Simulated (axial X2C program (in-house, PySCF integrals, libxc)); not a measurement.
## Run report: AlN⁻, relativistic diatomic calculation

- system: AlN⁻. The reference is closed-shell AlN; the roots are the vertical energy changes on adding an electron to it, which gives states of AlN⁻. The distance is the PBE0 minimum at charge 0.
- method: EOM-EA-CCSD, two-component X2C with atomic mean-field Coulomb and Gaunt terms, Al dyall-av3z, N dyall-av3z (cores contracted) (axial X2C program (in-house, PySCF integrals, libxc))

**Input file**
```
{"zs": [13, 7], "q": -1, "bas": ["dyall-av3z", "dyall-av3z"], "r0": 1.73, "eom": "ea", "thr": -2.0, "nmax": 92, "grid": [1, 0.96, 1.045, 0.92, 1.09, 1.15], "rq": 0}
```

The line is the task of a batch: nuclear charges, charge, bases, a first guess of the distance and further settings. This report covers the levels named above. The log is that of the reference distance 1.799 Å.

Launched within a batch (the task file carries these settings):
```bash
python <driver script> task.json out
```

**The program's output**
```
two-component X2C + atomic mean field  HF
basis functions 122  fitting functions 639  grid points 4356
iter        total energy     max residual
   1       -296.655343365     1.12e-01
   2       -296.677268564     1.26e-02
   3       -296.684655750     3.37e-02
   4       -296.686990526     1.41e-02
   5       -296.688603356     5.61e-03
   6       -296.689626409     1.11e-02
   7       -296.690541982     8.63e-03
   8       -296.691058441     2.44e-03
   9       -296.691217489     8.98e-04
  10       -296.691246788     7.63e-04
  11       -296.691252852     2.27e-04
  12       -296.691253839     7.12e-05
  13       -296.691253947     3.83e-05
  14       -296.691253962     1.02e-05
  15       -296.691253964     2.38e-06
  16       -296.691253964     1.31e-06
converged
one-electron -464.81181848  Coulomb 166.09341692  exact exchange -24.70991089  xc functional 0.00000000  nuclear repulsion 26.76771884  atomic mean-field constant -0.03066036
correlated 8  virtual 202  natural virtual 92  E(MP2) -0.206972432  MP2 remainder -0.024473333
iter   CCSD correlation   residual
   1     -0.206067538   1.73e-01
   2     -0.220564143   1.06e-01
   3     -0.226225246   7.13e-02
   4     -0.230260036   5.40e-02
   5     -0.233511278   3.47e-02
   6     -0.234616149   2.15e-02
   7     -0.234930633   1.72e-02
   8     -0.235132356   1.63e-02
   9     -0.235170088   1.60e-02
  10     -0.235201073   1.60e-02
  11     -0.235204477   1.60e-02
  12     -0.235169161   1.60e-02
  13     -0.235428576   1.60e-02
  14     -0.235456225   1.64e-02
  15     -0.235478676   1.63e-02
  16     -0.235545404   1.62e-02
  17     -0.235543641   1.62e-02
  18     -0.235634229   1.62e-02
  19     -0.235831436   1.58e-02
  20     -0.236111582   1.58e-02
  21     -0.234042491   1.49e-02
  22     -0.234251332   2.75e-02
  23     -0.233395002   2.67e-02
  24     -0.225623261   3.71e-02
  25     -0.232094489   1.14e-01
  26     -0.230292457   4.99e-02
  27     -0.228465055   6.80e-02
  28     -0.224834990   8.39e-02
  29     -0.228135636   1.08e-01
  30     -0.226287410   7.58e-02
  31     -0.226148322   8.46e-02
  32     -0.229469149   8.47e-02
  33     -0.225393013   3.04e-02
  34     -0.208845669   6.44e-02
  35     -0.226185745   2.14e-01
  36     -0.220715236   5.69e-02
  37     -0.232704091   9.33e-02
  38     -0.233095637   1.72e-02
  39     -0.234168010   1.73e-02
  40     -0.234492849   2.55e-02
  41     -0.234389094   2.83e-02
  42     -0.232114804   2.64e-02
  43     -0.229699240   1.81e-02
  44     -0.230750516   6.30e-03
  45     -0.229631811   8.84e-03
  46     -0.228747803   2.95e-03
  47     -0.230080564   8.84e-03
  48     -0.229365062   3.30e-03
  49     -0.229662506   3.00e-03
  50     -0.229691664   4.22e-04
  51     -0.229687266   2.18e-04
  52     -0.229695072   1.50e-04
  53     -0.229696764   9.08e-05
  54     -0.229698631   6.31e-05
  55     -0.229699885   4.88e-05
  56     -0.229700571   3.65e-05
  57     -0.229701674   2.84e-05
  58     -0.229702707   2.24e-05
  59     -0.229703652   1.74e-05
  60     -0.229705069   1.27e-05
  61     -0.229705515   7.42e-06
  62     -0.229705785   5.23e-06
  63     -0.229705945   3.99e-06
  64     -0.229705989   2.86e-06
  65     -0.229706045   1.78e-06
  66     -0.229706041   1.06e-06
(T) -0.02315065020553939  T1 0.2349  D1 0.4629  max T2 0.258
EOM-EA-CCSD roots
2*Omega      energy/Eh   energy/eV  one-particle weight
    1      -0.07630868     -2.0765      0.850
    1       0.01504109      0.4093      0.924
    1       0.02348498      0.6391      0.984
    1       0.02858074      0.7777      0.984
    1       0.04035442      1.0981      0.521
    3       0.00536811      0.1461      0.688
    3       0.02900256      0.7892      0.031
    3       0.04023625      1.0949      0.494
    3       0.05501590      1.4971      0.296
    5       0.05755340      1.5661      0.001
    5       0.08436670      2.2957      0.561
    7       0.10954156      2.9808      0.000
```

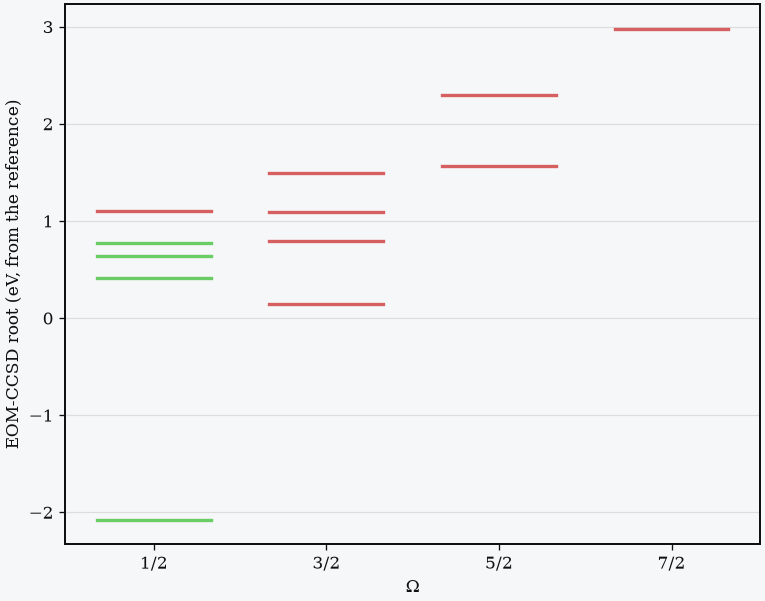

EOM-CCSD roots by Ω at 1.80 Å; roots whose one-particle weight is under 0.8 have the second colour. The lowest has Ω = 1/2 and lies at −2.076 eV, with one-particle weight 0.85. 8 of the 12 roots are less well described at this level.

**Key numbers**

- outcome: converged
- HF energy of the reference AlN: −296.69125 hartree
- MP2 energy of the reference AlN: −296.89823 hartree
- CCSD energy of the reference AlN (with the MP2 share of the virtual spinors left out of the coupled-cluster step): −296.94543 hartree
- CCSD(T) energy of the reference AlN: −296.96858 hartree
- T1 diagnostic (spinor form; for a closed shell √2 times the usual value): 0.235
- hardware: 1 thread of Intel Xeon @ 2.90GHz (Ice Lake), 64 GiB of memory available, shared host
- wall time: 54 s
- peak memory: 0.56 GiB
